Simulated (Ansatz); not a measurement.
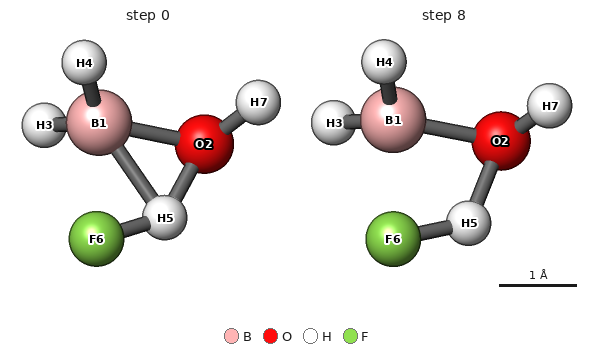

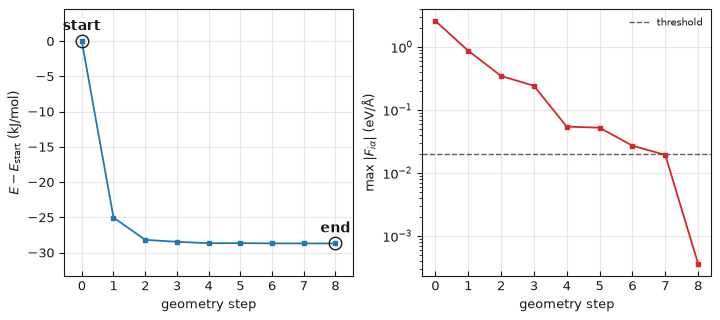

First and last geometry of a saddle-point search of BH4OF, with the history of the run. A ball-and-stick model, seen face on.

Method: RKS PBE-D4/pcseg-2 in Ansatz 0.2.0.

Input file:
```yaml
crystal:
  periodic: [false, false, false]
  atoms:
    - {symbol: B, position_ang: [-0.577240, -0.059067, -0.096186]}
    - {symbol: O, position_ang: [0.725197, 0.625644, -0.319006]}
    - {symbol: H, position_ang: [-1.020839, -0.354143, -1.190531]}
    - {symbol: H, position_ang: [-1.306758, 0.293408, 0.799643]}
    - {symbol: H, position_ang: [0.860686, -0.533567, 0.040327]}
    - {symbol: F, position_ang: [0.282545, -1.376533, 0.370505]}
    - {symbol: H, position_ang: [0.893921, 1.400488, 0.314080]}
basis:
  gaussian: {orbitals: pcseg-2}
hamiltonian: {xc: pbe, dispersion: d4}
saddle:
  f_tol: 0.02
  max_steps: 40
  mode_guess:
    - [-0.0026, -0.4324, 0.1317]
    - [0.2336, -0.2664, 0.1090]
    - [-0.0353, 0.0289, -0.0140]
    - [0.0257, 0.0026, -0.0229]
    - [0.0858, 0.6947, -0.1584]
    - [-0.3506, 0.0666, -0.0406]
    - [0.0434, -0.0940, -0.0049]
```

Command:
```bash
ansatz run in.yaml --threads 2 --pin off --events-out ev --progress --plain --max-ram 4352MiB
```

### What do the curves and the structures tell?

It converged. H5 moves most after the best rigid fit: 0.14 Å. By element the largest moves are H 0.14 Å, B 0.08 Å, O 0.05 Å, F 0.01 Å. Near-neighbour distances that change, for instance: B1–H5 1.520 → 1.694 Å, O2–H5 1.221 → 1.314 Å, B1–F6 1.641 → 1.698 Å, O2–H7 1.015 → 0.971 Å. Among the angles between lasting bonds that change: O2–B1–H3 107.2° → 113.3°, O2–B1–H4 120.4° → 115.3°, B1–O2–H7 113.8° → 111.4°. Over 8 geometry steps the energy falls by 28.7 kJ/mol. The largest force component goes from 2.6 to 0.00036 eV/Å. Cost: 66 s on 2 threads of Arm Neoverse V2 (shared host).

| step | E − E(0), kJ/mol | largest force component, eV/Å |
| --- | --- | --- |
| 0 | 0.00 | 2.5920 |
| 1 | -25.02 | 0.8736 |
| 2 | -28.18 | 0.3472 |
| 3 | -28.46 | 0.2423 |
| 4 | -28.66 | 0.0545 |
| 5 | -28.65 | 0.0524 |
| 6 | -28.69 | 0.0271 |
| 7 | -28.69 | 0.0194 |
| 8 | -28.70 | 0.0004 |
